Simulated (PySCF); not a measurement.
SMILES C=C[CH2][GeH3] at its GFN2-xTB optimised geometry (Å):

```
12

C      1.1855    -0.5839     0.0000
C     -0.1354    -0.5839     0.0000
C     -0.9797     0.6405     0.0000
Ge    -1.8631     0.8866    -1.7571
H      1.7566    -1.4964    -0.0146
H      1.7503     0.3343     0.0218
H     -0.6772    -1.5219    -0.0222
H     -0.3763     1.5219     0.2215
H     -1.7566     0.5614     0.7639
H     -2.6795    -0.3106    -2.1264
H     -2.7813     2.0698    -1.7446
H     -0.8591     1.0921    -2.8441
```

Calculation: PBE/def2-TZVP run with PySCF 2.14.0.

Map of the Laplacian of the electron density (e/bohr⁵) on the plane z = 1.2 Å:

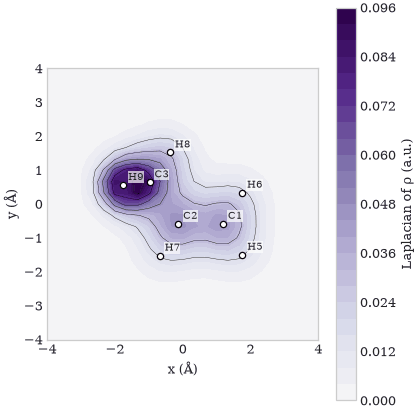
*Laplacian of the electron density (e/bohr⁵) on the plane z = 1.2 Å.*
